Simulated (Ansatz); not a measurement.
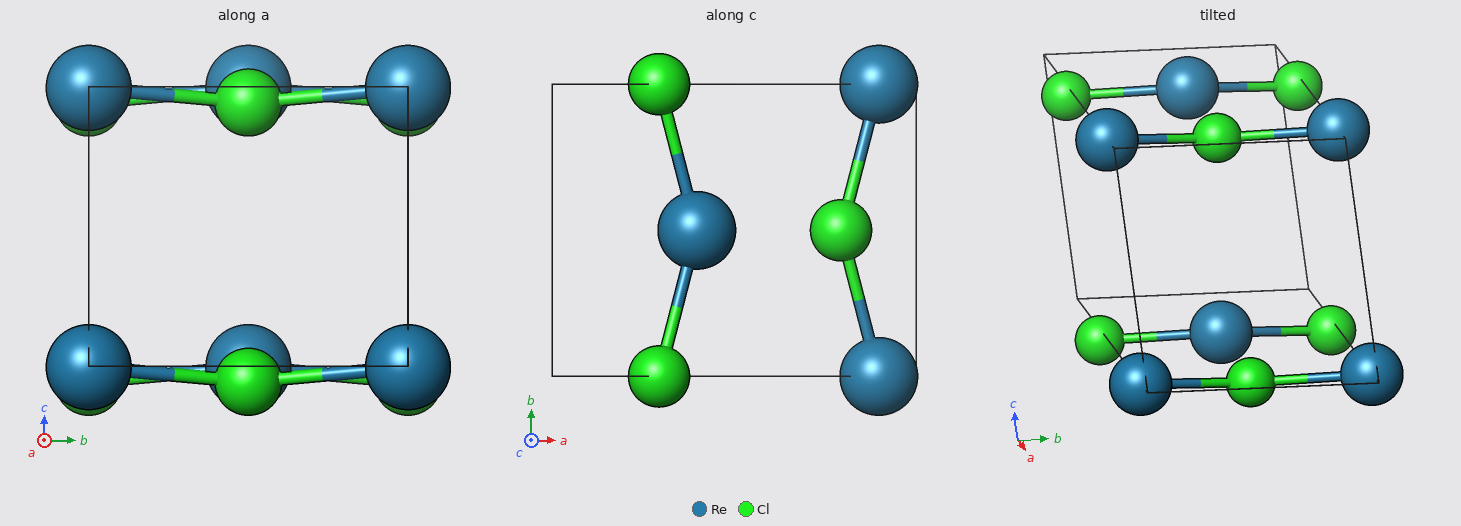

Ball-and-stick representation of a periodic structure, projected along the a axis, along the c axis and slightly off an axis. One conventional unit cell is outlined, and atoms on its boundary appear in each equivalent place. Cell: a = 7.676 Å, b = 4.525 Å, c = 5.391 Å, α = 90.00°, β = 132.76°, γ = 90.00°.

Notes on the structure:

- The material is ReCl.
- The atoms follow space group Cm (No. 8); the Bravais lattice is base-centred monoclinic.
- It has 4 atoms to the cell (2 Re, 2 Cl).
- About every Re there are two Cl in a bent arrangement at about 2.4 Å. Cl bonds to two Re in a bent arrangement at about 2.4 Å.
- The bonds build ReCl chains along [010].

The initial geometry was a structure listed in the Materials Project, with elements exchanged, so it need not be a known form of the compound. The cell was then strained or its atoms displaced on purpose. A calculation with Ansatz used it as input.
